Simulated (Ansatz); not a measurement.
C2H3NOTe: several calculations on one system

Part 1: Relaxation

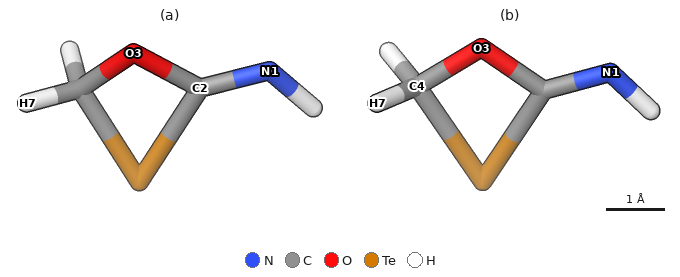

The structure of C2H3NOTe before (left) and after (right) a relaxation, at one scale.

The picture is a stick view, seen at a tilt.

The run prepares an end point of a later path (torsion) calculation, from a guessed geometry.

Theory: RKS PBE0-D4/def2-SVP (Ansatz). Settings: no spin polarisation; force threshold 0.015 eV/Å; at most 40 steps.

### Summarise the run.

Over 6 accepted moves (7 points after the start) the energy falls by 80.0 kJ/mol. The largest force component goes from 3.5 to 0.0063 eV/Å. The line search rejected the trial step at point 4 of the run. The largest moves after the best rigid fit, 0.38 Å, are those of O and H atoms. By element the largest moves are H 0.38 Å, O 0.37 Å, Te 0.24 Å, C 0.14 Å, N 0.10 Å. Some distances before and after: C–Te 2.029 → 2.176 Å, H–N 1.121 → 1.016 Å, C–O 1.412 → 1.348 Å, C–H 1.134 → 1.099 Å. Among the angles between lasting bonds that change: C–O–C 98.3° → 107.3°, N–C–O 131.0° → 123.9°, O–C–Te 101.7° → 94.9°.

Part 2: Relaxation

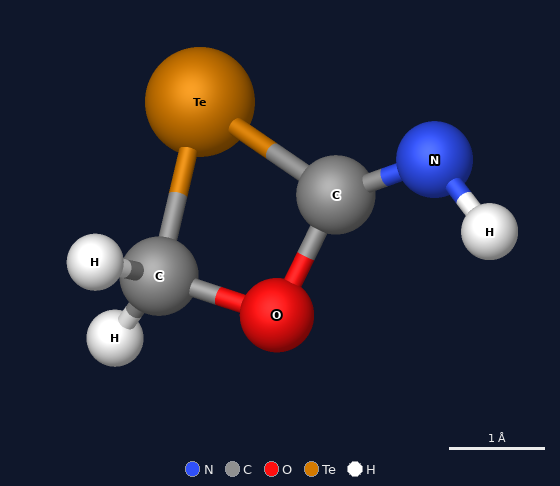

C$_{2}$H$_{3}$NOTe, before the relaxation. Style: ball-and-stick. Shown at a tilt.

The run prepares an end point of a later path (torsion) calculation, from a guessed geometry.

These are results of Ansatz, RKS PBE0-D4/def2-SVP, not measurements.

Input
```yaml
crystal:
  periodic: [false, false, false]
  atoms:
    - { symbol: "N", position_ang: [-0.6325, 1.3905, 1.3982] }
    - { symbol: C, position_ang: [-0.1377, 0.6216, 0.5432] }
    - { symbol: O, position_ang: [-0.24297, 0.61231, -0.86496] }
    - { symbol: C, position_ang: [0.82347, -0.23344, -1.1412] }
    - { symbol: Te, position_ang: [1.08814, -1.15965, 0.64451] }
    - { symbol: H, position_ang: [-1.2786, 2.2363, 1.0452] }
    - { symbol: H, position_ang: [0.6737, -0.91431, -1.95468] }
    - { symbol: H, position_ang: [1.73271, 0.41743, -1.32968] }
basis:
  gaussian: { orbitals: def2-SVP }
hamiltonian:
  xc: pbe0
  dispersion: d4
relax:
  f_tol: 0.015
  max_steps: 40
```

Launched with:
```bash
ansatz run input.yaml --threads 2 --pin off --max-ram 3072MiB --backend cpu --events-out ev --progress --plain --runs-dir out
```

### Predict the outcome.

The largest move after the best rigid fit is that of O3, 0.37 Å. Largest moves by element: O 0.37 Å, H 0.33 Å, N 0.21 Å, Te 0.17 Å, C 0.10 Å. Among the contacts that change: C4–Te5 2.029 → 2.182 Å, N1–H6 1.121 → 1.024 Å, C2–O3 1.412 → 1.359 Å, C4–H8 1.134 → 1.099 Å. Bond angles that change, for instance: C2–O3–C4 98.3° → 106.6°, O3–C4–Te5 101.7° → 94.0°, C2–N1–H6 118.4° → 112.2°. Over 6 accepted moves (8 points after the start) the energy falls by 16.6 kcal/mol. The largest force component goes from 2.7 to 0.0024 eV/Å. The line search rejected the trial steps at points 3, 5 of the run. The run took 21 s on 2 threads of Intel(R) Xeon(R) Platinum 8488C (Sapphire Rapids) (shared host), peak memory 0.24 GiB.

History of the run:

```
step  E − E(0), kcal/mol  largest force component, eV/Å      note
   0                0.00                         2.6539          
   1              -13.92                         1.3697          
   2              -15.90                         0.6337          
   3              -13.83                         1.3229  rejected
   4              -16.38                         0.3920          
   5              -14.49                         1.7608  rejected
   6              -16.60                         0.0426          
   7              -16.61                         0.0171          
   8              -16.61                         0.0024
```

Final geometry:

```xyz
8

N    -0.8223    1.2972    1.4085
C    -0.1400    0.6438    0.5989
O     0.0271    0.8322   -0.7368
C     0.9043   -0.1892   -1.1849
Te    1.1211   -1.0817    0.7947
H    -1.3106    2.0789    0.9615
H     0.4111   -0.8444   -1.9158
H     1.8355    0.2340   -1.5856
```

The end point in the same view:

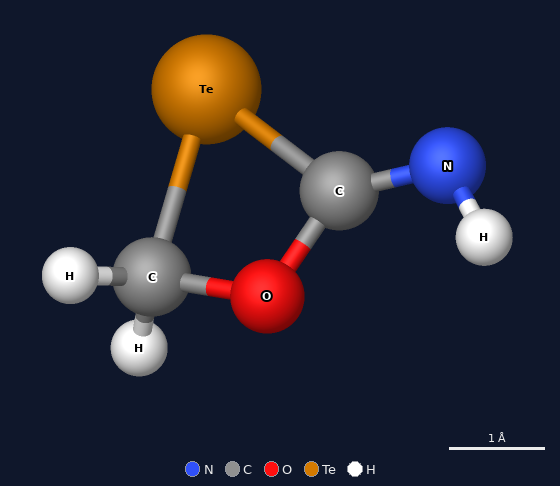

Part 3: Path

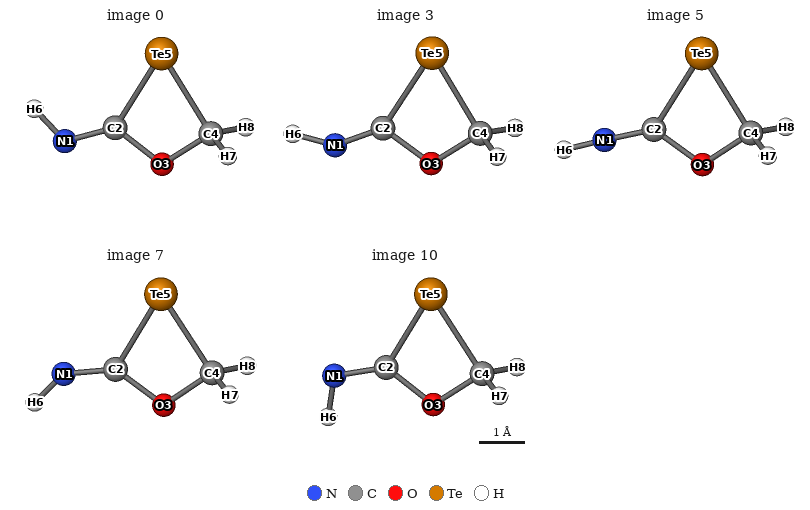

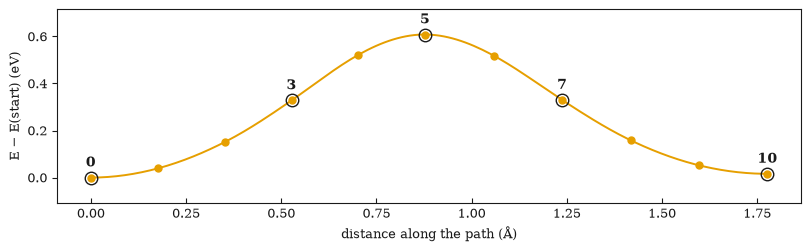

A nudged-elastic-band calculation for C2H3NOTe. Images are numbered from 0 (start) to 10 (end). Style: ball-and-stick. Shown at a tilt.

All numbers below come from RKS PBE0-D4/def2-SVP in Ansatz. Set-up: 9 movable images; climbing image; force threshold 0.05 eV/Å; iteration limit 60; starting path by image-dependent pair potential.

What happens along the path, and what is the barrier?

Answer. The motion is an in-plane inversion: the angle C2–N1–H6 opens from 114° to 178° on the way and closes on the other side (112° at the end). No bond forms or breaks between the ends. Bond angles that change up to the highest image, for instance: C2–N1–H6 114.1° → 178.4°, N1–C2–O3 123.9° → 128.9°. The energy climbs by 0.61 eV to image 5 and then falls by 0.59 eV, so the end point sits at +0.02 eV. The band converged in 7 iterations. The largest component of the band force went from 1.6 to 0.018 eV/Å. The climbing image converged on the top of the path. Its vibrational analysis gives one imaginary mode (786i cm⁻¹), as a transition state must have.
